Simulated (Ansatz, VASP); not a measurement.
# Cross-check of Pt between VASP and Ansatz

Aim: how closely do two programs agree when they are given the same cell, functional and k mesh?

Method: plane waves, with VASP 6.6.1 beside it; relaxation of cell and atoms at LDA, in Ansatz 0.2.0.

## (1) Set-up

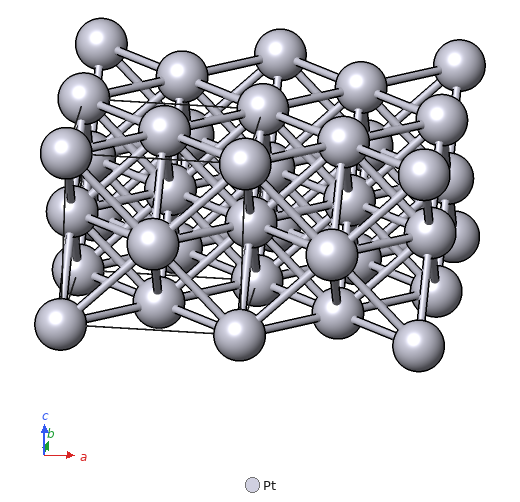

Start, viewed slightly off an axis; platinum light grey. 2×2×1 cells are drawn. This picture shows the conventional cell, with its axes. Some periodic images of atoms are drawn too.

Structure file:

```xyz
1
Lattice="0.0000 1.9483 1.9483 1.9483 0.0000 1.9483 1.9483 1.9483 0.0000" Properties=species:S:1:pos:R:3 pbc="T T T"
Pt    0.0000    0.0000    0.0000
```

## (2) VASP: relaxation of cell and atoms, LDA

The relaxed volume is the usual yardstick between codes: its relative difference is about their pressure difference at one cell divided by the bulk modulus.

Lines of VASP's logs that name or quote its potential files are left out, and so is its time.

INCAR

```
SYSTEM = Pt
PREC = Accurate
ENCUT = 520
EDIFF = 1E-07
NELM = 100
ISMEAR = 1
SIGMA = 0.15
LREAL = .FALSE.
ALGO = Normal
GGA = CA
NBANDS = 11
LASPH = .TRUE.
LORBIT = 11
LWAVE = .FALSE.
LCHARG = .FALSE.
KPAR = 4
IBRION = 2
NSW = 50
ISIF = 3
EDIFFG = -0.005
```

POSCAR

```
Pt
1.0
    0.0000000000      1.9483151444      1.9483151444
    1.9483151444      0.0000000000      1.9483151444
    1.9483151444      1.9483151444      0.0000000000
Pt
1
Direct
    0.0000000000      0.0000000000      0.0000000000
```

KPOINTS

```
Automatic mesh
0
Gamma
20 20 20
0 0 0
```

PAW data sets: Pt (LDA family, release 64).

On the command line:

```
$ mpirun -np 4 vasp_std
```

Numbers of over 12 decimals in the logs are rounded to 6 here.

Log:

```text
[banner, memory and clock lines left out]
running    4 mpi-ranks, on    1 nodes
 distrk:  each k-point on    1 cores,    4 groups
 distr:  one band on    1 cores,    1 groups

 POSCAR found type information on POSCAR Pt
 POSCAR found :  1 types and       1 ions
 LDA part: xc-table for (Slater(with rela. corr.)+CA(PZ))
 , standard interpolation
 POSCAR, INCAR and KPOINTS ok, starting setup
 FFT: planning ... GRIDC
 FFT: planning ... GRID_SOFT
 FFT: planning ... GRID
 WAVECAR not read
 entering main loop
       N       E                     dE             d eps       ncg     rms          rms(c)
DAV:   1     0.391065789112E+02    0.39107E+02   -0.53785E+03  5747   0.847E+02
DAV:   2    -0.731837285797E+01   -0.46425E+02   -0.44400E+02  6440   0.179E+02
DAV:   3    -0.793821736487E+01   -0.61984E+00   -0.61424E+00  6558   0.197E+01
DAV:   4    -0.794065302073E+01   -0.24357E-02   -0.24354E-02  6520   0.145E+00
DAV:   5    -0.794067166953E+01   -0.18649E-04   -0.18649E-04  6629   0.117E-01    0.140E+01
DAV:   6    -0.755560613346E+01    0.38507E+00   -0.87963E-01  6097   0.739E+00    0.720E+00
DAV:   7    -0.751131145300E+01    0.44295E-01   -0.14297E-01  6526   0.285E+00    0.263E+00
DAV:   8    -0.750673948875E+01    0.45720E-02   -0.58179E-03  6148   0.725E-01    0.549E-01
DAV:   9    -0.750657583759E+01    0.16365E-03   -0.10936E-04  6313   0.100E-01    0.127E-02
DAV:  10    -0.750657940509E+01   -0.35675E-05   -0.23089E-06  6753   0.104E-02    0.194E-03
DAV:  11    -0.750657945030E+01   -0.45208E-07   -0.45064E-08  5592   0.192E-03
   1 F= -.75065795E+01 E0= -.75066423E+01  d E =-.750658E+01
 curvature:   0.00 expect dE= 0.000E+00 dE for cont linesearch  0.000E+00
 trial: gam= 0.00000 g(F)=  0.125E-63 g(S)=  0.734E-07 ort = 0.000E+00 (trialstep = 0.100E+01)
 search vector abs. value=  0.735E-07
 reached required accuracy - stopping structural energy minimisation
```

OUTCAR, selected parts (step 2):

```text
ion  position               nearest neighbor table
   1  0.000  0.000  0.000-

  LATTYP: Found a face centered cubic cell.
 ALAT       =     3.8966302888

 Subroutine GETGRP returns: Found 48 space group operations
 (whereof 48 operations were pure point group operations)

The static configuration has the point symmetry O_h .

 Found    256 irreducible k-points:

   k-points           NKPTS =    256   k-points in BZ     NKDIM =    256   number of bands    NBANDS=     11

   dimension x,y,z NGX =    20 NGY =   20 NGZ =   20
   dimension x,y,z NGXF=    40 NGYF=   40 NGZF=   40

   ENCUT  =  520.0 eV  38.22 Ry    6.18 a.u.   5.12  5.12  5.12*2*pi/ulx,y,z

   NELECT =      10.0000    total number of electrons

 k-points in reciprocal lattice and weights: Automatic mesh
   0.00000000  0.00000000  0.00000000       0.000
   0.05000000  0.00000000  0.00000000       0.001
   0.10000000  0.00000000  0.00000000       0.001
   0.15000000  0.00000000  0.00000000       0.001
   0.20000000  0.00000000  0.00000000       0.001
   0.25000000  0.00000000  0.00000000       0.001
   0.30000000  0.00000000  0.00000000       0.001
   0.35000000  0.00000000  0.00000000       0.001
   0.40000000  0.00000000  0.00000000       0.001
[...]
-0.30000000  0.50000000  0.20000000       0.002
  -0.25000000  0.50000000  0.25000000       0.001

 average (electrostatic) potential at core
       1 -62.7082

 E-fermi :  11.5274

 k-point     1 :       0.0000    0.0000    0.0000
  band No.  band energies     occupation
    ...
      2       7.5820      2.00000
      3       7.5820      2.00000
      4       7.5820      2.00000
      5       9.8463      2.00000
      6       9.8463      2.00000
      7      26.0845      0.00000
      8      31.1171      0.00000
      9      31.1171      0.00000
     10      31.1171      0.00000
     11      36.6409      0.00000

 k-point     2 :       0.0500    0.0000    0.0000
  band No.  band energies     occupation
    ...
      2       7.5344      2.00000
      3       7.6239      2.00000
      4       7.6239      2.00000
      5       9.8218      2.00000
      6       9.8218      2.00000
      7      26.2494      0.00000
      8      30.5719      0.00000
      9      31.2787      0.00000
     10      31.2787      0.00000
     11      37.2588      0.00000

 k-point     3 :       0.1000    0.0000    0.0000
  band No.  band energies     occupation
    ...
      2       7.4086      2.00000
      3       7.7373      2.00000
      4       7.7373      2.00000
      5       9.7649      2.00000
      6       9.7649      2.00000
      7      26.7095      0.00000
      8      29.3733      0.00000
      9      31.7520      0.00000
     10      31.7520      0.00000
     11      38.2824      0.00000

  Total       -0.0007123     -0.0007123     -0.0007123      0.0000000      0.0000000      0.0000000
  in kB       -0.0771569     -0.0771569     -0.0771569      0.0000000      0.0000000      0.0000000
  external PRESSURE =      -0.0771569 kB  Pullay stress =       0.0000000 kB

  energy-cutoff  :      520.00
  volume of cell :       14.79
      direct lattice vectors                 reciprocal lattice vectors
     0.000000000  1.948315144  1.948315144    -0.256631994  0.256631994  0.256631994
     1.948315144  0.000000000  1.948315144     0.256631994 -0.256631994  0.256631994
     1.948315144  1.948315144  0.000000000     0.256631994  0.256631994 -0.256631994

 POSITION                                       TOTAL-FORCE (eV/Angst)
 -----------------------------------------------------------------------------------
      0.00000      0.00000      0.00000        -0.000000      0.000000     -0.000000
 -----------------------------------------------------------------------------------
    total drift:                                0.000000      0.000000      0.000000

  FREE ENERGIE OF THE ION-ELECTRON SYSTEM (eV)
  ---------------------------------------------------
  free  energy   TOTEN  =        -7.5065794503 eV

  energy  without entropy=       -7.5067679674  energy(sigma->0) =       -7.50664229

 reached required accuracy - stopping structural energy minimisation

 total charge
# of ion       s       p       d       tot
------------------------------------------
    1        0.650   0.636   8.070   9.356

[... 3 further parts left out ...]
```

## (3) Ansatz: relaxation of cell and atoms, LDA

Ansatz runs on its default PAW (the set named soft_2) files.

The same cell, functional (in two slightly different forms), mesh and smearing now go to Ansatz, which takes its cutoff from its data sets.

input.yaml

```yaml
crystal:
  lattice:
    - [0.0, 1.9483151444, 1.9483151444]
    - [1.9483151444, 0.0, 1.9483151444]
    - [1.9483151444, 1.9483151444, 0.0]
  atoms:
    - { symbol: Pt, position: [0.0, 0.0, 0.0] }
hamiltonian:
  xc: lda
  pseudopotentials: { kind: paw }
kpoints:
  mp_grid: { grid: [20, 20, 20] }
scf:
  occupations: { method: methfessel_paxton, width: 0.15 }
relax:
  f_tol: 0.01
  max_steps: 60
  cell: { stress_tol: 0.05 }
output:
  forces: true
  stress: true
```

On the command line:

```
$ ansatz run input.yaml --threads 4 --pin off --max-ram 9216MiB --backend cpu --events-out ev --progress --plain --runs-dir out
```

Log:

```text
Engine: ansatz 0.2.0, x86_64-unknown-linux-gnu
Pseudopotentials: kind: paw
Pseudopotential: Pt, paw, valence charge 18, recommended cutoff 420 eV (normal), Pt.paw.azcp
Functional definition: SPW92
  exchange = slater_x
  correlation = pw_c
Crystal: 1 atoms, lattice volume = 14.791 Å³
Basis set: ecut = 420 eV, 283 PW (Γ)
Bands: 13, of which v1, the nominal top of the filled ones, is band 9 counted from 1 (8 counted from 0)
Symmetry: 48 space group operations
Space group: Fm-3m (ITA 225), of the structure as read, at distance tolerance 2.5e-5 Å
k-points: 256 of 8000
Non-local potential: Pt, projectors of the file, l = 0: 3, l = 1: 2, l = 2: 2, l = 3: 1
PAW form: soft (Blöchl's): semilocal exchange-correlation on the pseudo side does not see the compensation charge
PAW frozen core: Pt, regenerated for the run's functional, and the local potential with it (the file was generated under x = pbe(κ = 0.804, μ = 0.219515), c = pbe(β = 0.066725))
PAW one-centre angular grid: Pt, 590 points (default); XC on 64 Gauss nodes
Initial density: superposition of atomic densities (neutral atoms: chi_scale 0, normalization atom), corrected by the library's trained network
Initial wavefunctions: pseudopotential atomic-orbital guess
Functional: x = slater, c = lda
SCF iter   1: F=—  HF=-12244.989993 eV  |F-HF|=—  |Δ(HF+E_count)|=         —  Δρ=6.57e-3  dr2=2.58e-3  ethr=1.77e-3  ⟨swp⟩=5.0  Hψ=18138  notcnv=0
preconditioner: auto → none  [metal: Δε(μ)=0.004 eV  Ē_g=14.399 eV  σ=0.150 eV  W_gap=0.02  n_scr=8 (ndim 8)  ℏωp=30.5 eV  f_vac=0.000  D(μ)=1.68/eV (n_scr^D=14)  sad-step TF]
SCF iter   2: F=—  HF=-12244.989081 eV  |F-HF|=—  |Δ(HF+E_count)|=   9.12e-4  S|Δr|=    0.00e0  Δρ=3.32e-3  dr2=5.32e-4  ethr=1.44e-5  ⟨swp⟩=1.4  Hψ=5663  notcnv=0
SCF iter   3: F=—  HF=-12244.988968 eV  |F-HF|=—  |Δ(HF+E_count)|=   1.13e-4  S|Δr|=    0.00e0  Δρ=2.69e-4  dr2=1.92e-6  ethr=2.95e-6  ⟨swp⟩=2.4  Hψ=4413  notcnv=0
SCF iter   4: F=—  HF=-12244.988971 eV  |F-HF|=—  |Δ(HF+E_count)|=   3.27e-6  S|Δr|=    0.00e0  Δρ=3.10e-5  dr2=4.40e-8  ethr=5.56e-10  ⟨swp⟩=4.4  Hψ=11635  notcnv=0
SCF iter   5: F=-12244.988971 eV  HF=-12244.988971 eV  |F-HF|=4.00e-10  |Δ(HF+E_count)|=   1.09e-7  S|Δr|=    0.00e0  Δρ=3.67e-6  dr2=6.88e-10  ethr=2.44e-10  ⟨swp⟩=2.0  Hψ=11759  notcnv=0
SCF 1 converged in 5 iterations: F = -12244.988971 eV  dr2 = 6.88e-10
  greatest PAW one-centre occupation: 1.000 electrons in one spin orbital (limit 2), on the Pt atom at site 0 (counted from 0), in its partial waves of l = 0
relax step   1: F+E_penalty+E_count = -12244.98897096 eV  Δ(F+E_penalty+E_count) = +0.000e0 eV  max|allowed force component| = 0.000e0 eV/Å  Δτ_max = 0.0000 Å  P = -0.762 GPa  Ω = 14.791 Å³  (5 SCF iters, dr2 threshold 1.00e-7 eV, accepted)
[...]
relax step   2: F+E_penalty+E_count = -12244.98881563 eV  Δ(F+E_penalty+E_count) = +1.553e-4 eV  max|allowed force component| = 0.000e0 eV/Å  Δτ_max = 0.0000 Å  P = +1.366 GPa  Ω = 14.690 Å³  energy of the carried Pulay correction = +3.091e-5 eV  (4 SCF iters, dr2 threshold 1.00e-7 eV, rejected (line search))
[...]
relax step   3: F+E_penalty+E_count = -12244.98906999 eV  Δ(F+E_penalty+E_count) = -9.903e-5 eV  max|allowed force component| = 0.000e0 eV/Å  Δτ_max = 0.0000 Å  P = -0.007 GPa  Ω = 14.755 Å³  energy of the carried Pulay correction = +1.110e-5 eV  (5 SCF iters, accepted)
[...]
relax step   4: F+E_penalty+E_count = -12244.98905995 eV  Δ(F+E_penalty+E_count) = +1.004e-5 eV  max|allowed force component| = 0.000e0 eV/Å  Δτ_max = 0.0000 Å  P = -0.007 GPa  Ω = 14.755 Å³  stress off target by 6.91e-3 GPa  SCF on the basis re-selected at this cell (its energy is not comparable with the rows above)  (4 SCF iters)
basis re-selected at this cell: Δ(F+E_penalty+E_count) = +1.004e-5 eV, ΔP = +0.000 GPa vs the last step (what re-selecting the basis moved, of the pressure what is left beyond the Pulay correction that the steps carried, after the strain that the cell walked since its last selection, with what the two solves' SCF thresholds leave and, on support functions, any second-order correction that the steps lacked; it is no measure of the basis error at this ecutwfc). This SCF's stress stands 6.91e-3 GPa from its target on what of the cell is left free (relax.cell.stress_tol is 5.00e-2 GPa) and its largest allowed force component is 0.00e0 eV/Å (relax.f_tol is 1.00e-2 eV/Å): [rest of the remark cut]
SCF converged after 4 iterations
Stability not checked: this state was not tested for a lower state beside it, because cold or Methfessel-Paxton smearing, or corrected tetrahedra, fill the levels in a way that the test cannot read (fill_not_monotonic; see scf.lower_state_search)
Free energy (F): -12244.989060 eV
Harris-Foulkes:  -12244.989060 eV  (|F-HF|=0.00e0)
Internal energy: -12244.989286 eV  (E = F + TS)
E sigma→0 (E₀):  -12244.989116 eV
Entropy (-TS):   0.000226 eV (0.226 meV/atom)
Fermi energy:    23.731478 eV
--- Per-component energies (eV) ---
  E_band       = -124.975667
  E_kinetic    = 639.333268
  E_local      = -1439.216848  (includes V_loc(G=0)·N_el)
  E_nonlocal   = 206.861074
  E_hartree    = 533.169713
  E_xc         = -260.906554
  E_vxc        = -303.414690  (∫ρ·V_xc dr)
  E_paw        = -9177.674143  (= ΣΔE_a)
  E_vpaw       = -294.878046  (= ΣTr[D̂ρ^β])
  E_aug_tail   = 0.000161  (compensation charges beyond the density's cutoff)
  E_ewald      = -2747.019825
  E_core_change = 0.463869  (= ΣΔE_core)
  E_smearing   = 0.000226  (= −TS)
  E_closure    = 0.000000  (closes the sum)
  Σ components = -12244.989060   (vs F -12244.989060, Δ=0.00e0)
--- Forces (eV/Å), atoms counted from 1 ---
  atom   1  Pt    -0.00000000    -0.00000000     0.00000000
  max |Σ_I F_I| component: 1.81e-31 eV/Å
--- Stress (GPa, compression-positive) ---
       -0.006909      -0.000000      -0.000000
       -0.000000      -0.006909      -0.000000
       -0.000000       0.000000      -0.006909
  P = ⅓ Tr σ = -0.0069 GPa (-0.069 kbar)
--- Relaxed structure (3 steps of the walk, 2 accepted, 1 SCFs on fresh bases) ---
  F+E_penalty+E_count = -12244.98905995 eV   max|allowed force component| = 0.000e0 eV/Å   (the final SCF, on the basis selected at the relaxed cell)
  cell:  # Å, volume = 14.7548 Å³
    - [0, 1.946710, 1.946710]
    - [1.946710, 0, 1.946710]
    - [1.946710, 1.946710, 0]
  atoms:
    - { symbol: Pt, position: [0.0, 0.0, 0.0] }
```

Wall time 3.9 s (4 threads of AMD EPYC 7B13 (Zen 3), shared host); peak memory 0.4 GiB; 9.5 s of CPU time.

## (4) Comparison

Known differences besides the PAW data sets themselves: the two LDA forms differ slightly; both relaxations stop at a tolerance, which leaves soft axes loose, and VASP keeps its plane-wave basis; the data sets hold 18 valence electrons in Ansatz (default PAW (the set named soft_2) files) and 10 in VASP; the cutoff is 420 eV in Ansatz and 520 eV in VASP; Ansatz makes its cores anew for this functional, VASP keeps those of its LDA data sets; Ansatz adds a Pulay correction to the stress that steers its cell, VASP none. Total energies have different zeros and are not compared.

Both answers:

| quantity | Ansatz | VASP | difference |
| --- | --- | --- | --- |
| volume (Å³) | 14.75 | 14.79 | -0.25 % |
| edge a after relaxation, in the typed setting (Å) | 2.753 | 2.755 | -0.08 % |

The walks stopped with -0.01 GPa left in Ansatz and -0.01 GPa in VASP; each walk ends within a tolerance, so the volume difference is uncertain by about these residues over the bulk modulus, most in soft cells.

## (5) Outcome

```json
{
  "difference in volume (relaxation of cell and atoms, LDA)": "-0.25 %"
}
```

What this shows: The difference in volume is -0.25 % (relaxation of cell and atoms, LDA), within the 1.2 % picked in this series as the mark of a large difference, as far as the stopping tolerances let one tell. How closely two codes agree says nothing of how well the functional describes the real material.

[Lines on the potential files, build, host, timing and source positions are cut from VASP's logs without a mark.]

[Logs are printed without paths, hosts, clocks, repeated set-up lines and the standing remarks that a program may print on its own settings, such as how far it seeks lower states.]

[Hosts, paths, dates, database ids (printed as entryN), source tags and the programs' standing remarks are cut or masked in the printed files.]
